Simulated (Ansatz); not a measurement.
# C2H3F3: the cost of one run

Computed with Ansatz 0.2.0 (the levels named in each step, unless a step's input says otherwise).

**1. The starting structure**

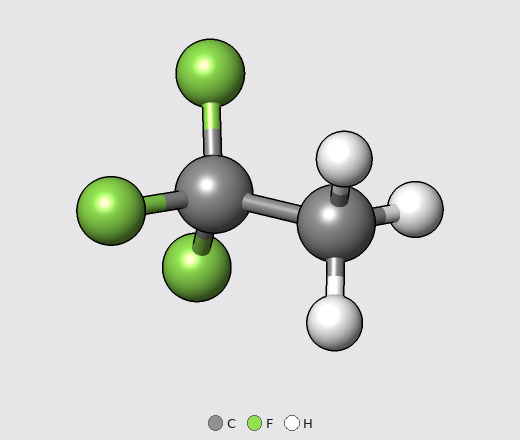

Start, viewed from a chosen angle; carbon grey, fluorine green, hydrogen white.

As a file:

```xyz
8

C     1.5430   -0.2922    0.0423
C     0.0625   -0.0113    0.0015
F    -0.5842   -0.7761   -0.8924
F    -0.1913    1.2620   -0.3327
F    -0.5373   -0.2216    1.1841
H     1.6922   -1.3428    0.3099
H     2.0022    0.3785    0.7814
H     1.9769   -0.1186   -0.9167
```

**2. A rough first relaxation, PBE-D4/def2-SVP**

The input, input.yaml:

```yaml
crystal:
  periodic: [false, false, false]
  atoms:
    - { symbol: C, position_ang: [1.54301, -0.29217, 0.04225] }
    - { symbol: C, position_ang: [0.06251, -0.01128, 0.00151] }
    - { symbol: F, position_ang: [-0.58417, -0.77614, -0.89237] }
    - { symbol: F, position_ang: [-0.1913, 1.26201, -0.33273] }
    - { symbol: F, position_ang: [-0.53731, -0.22157, 1.18413] }
    - { symbol: H, position_ang: [1.69217, -1.34284, 0.30989] }
    - { symbol: H, position_ang: [2.00223, 0.37847, 0.78136] }
    - { symbol: H, position_ang: [1.97692, -0.11859, -0.91674] }
basis:
  gaussian: { orbitals: def2-SVP }
hamiltonian:
  xc: pbe
  dispersion: d4
relax:
  f_tol: 0.03
  max_steps: 200
```

Run with:

```sh
$ ansatz run input.yaml --threads 2 --pin off --max-ram 5120MiB --backend cpu --events-out ev --progress --plain --runs-dir out
```

Q: Estimate wall time and peak memory on 2 threads of Arm Neoverse V2, shared host.

About 5.8 s, with a peak of 0.11 GiB.
